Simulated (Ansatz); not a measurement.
**A computed series for SiC: response to strain**

The reference is SiC in the wurtzite structure (space group P6_3mc, No. 186; a = 3.056 Å, c = 5.016 Å). Axes: x lies along a and z along c of the hexagonal cell.

Strains are applied to the cell and any free atomic positions relax; under biaxial strain the out-of-plane vector relaxes too.

Calculations: Kohn–Sham DFT with the LDA functional, run in Ansatz (an electronic-structure program) with PAW and 420 eV plane waves, scalar-relativistic without spin-orbit coupling.

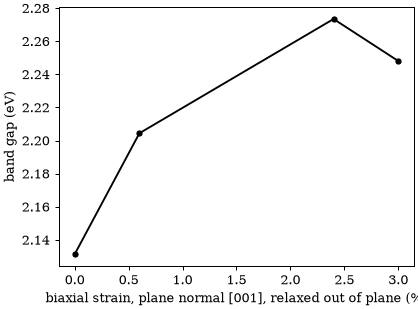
Figure: Band gap against biaxial strain, plane normal [001], relaxed out of plane

Task: From the plot, what is the band gap for biaxial strain +0.60 %, plane normal [001], relaxed out of plane?

Result: About 2.20 eV.

Task: Is the trend monotonic over the range shown?

Result: No, it turns within the range, spanning 2.13 eV to 2.27 eV.

Whether these cells are dynamically stable was not tested.
